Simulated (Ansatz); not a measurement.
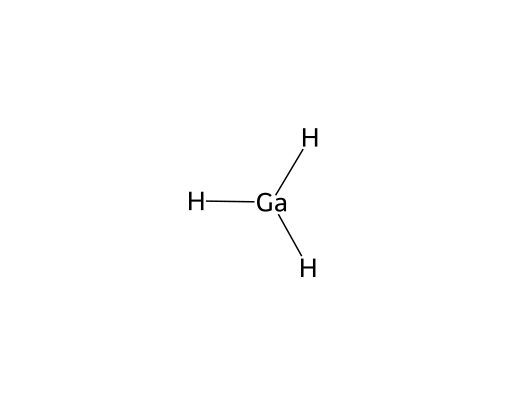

The drawing above gives the connectivity. Computed geometry: PBE0-D4/def2-TZVP optimisation. No frequency run is at hand to confirm it as a minimum.

What does the molecule look like in three dimensions?

The molecule is GaH3. SMILES: `[GaH3]`. This geometry has D3h symmetry. All atoms lie on one plane. Coordination: 1 Ga trigonal planar.

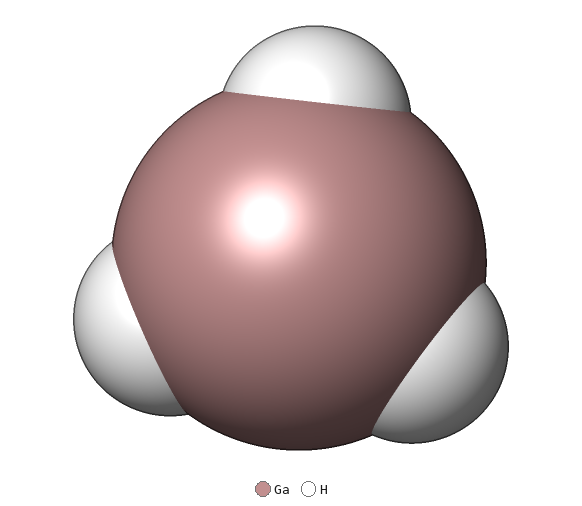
